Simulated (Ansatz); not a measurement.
System: CH4FInS.

```xyz
8

C    -0.5134   -0.3483    3.3802
F    -2.6724    2.0601    1.8939
In   -1.8463    0.2478    1.7521
S    -2.6231   -0.8019   -0.3147
H    -1.0949   -0.3102    4.3197
H     0.3158    0.3820    3.4181
H    -0.1278   -1.3674    3.2005
H    -1.8983   -1.9349   -0.0745
```

Geometry: BLYP-D3(BJ)/def2-SVP; core potentials replace the inner electrons of In.

Level of theory: isolated molecule in a Gaussian basis; Kohn-Sham density functional theory, functional PBE0 (Ansatz).

> What can the converged electron density and electron localisation function tell about the bonding?

In–F (2.00 Å): ρ at the midpoint is about 0.71 e/Å³; the ELF peaks at about 0.85 in the valence shell of F, 0.5 Å from its nucleus, and drops to about 0.15 between the two atoms.
C–In (2.19 Å): the density is about 0.64 e/Å³ at the midpoint; the ELF peaks at about 0.90 in the valence shell of C, 0.7 Å from its nucleus, and drops to about 0.20 between the two atoms.
In–S (2.44 Å): ρ is about 0.52 e/Å³ halfway; the ELF peaks at about 0.85 in the valence shell of S, 0.9 Å from its nucleus, and drops to about 0.20 between the two atoms.
C–H (1.10 Å): ρ is about 1.9 e/Å³ halfway; the ELF climbs to about 1 towards the hydrogen, as it does in any bond to H (a covalent bond by its length).

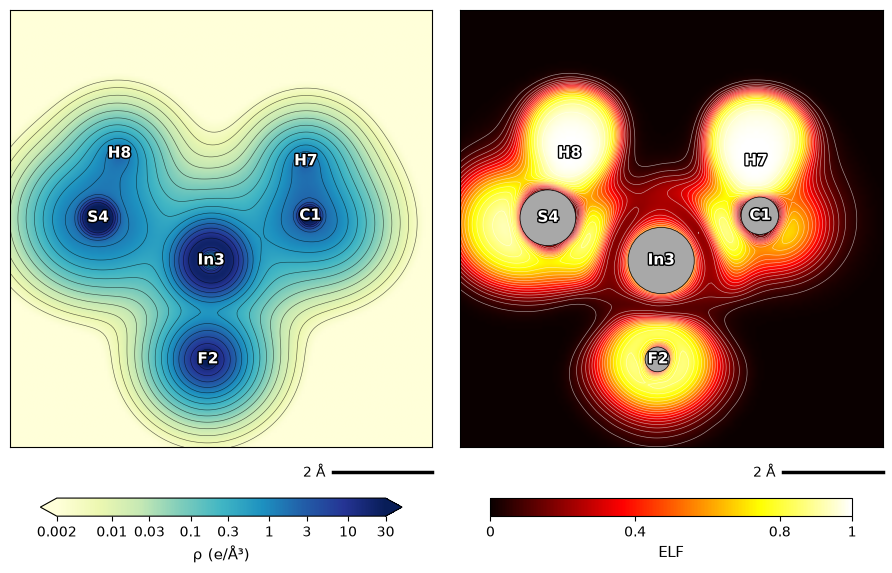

Computed electron density and electron localisation function on the plane of atoms C1, In3 and S4, in this order. Grey discs cover the atomic cores in the ELF map. 
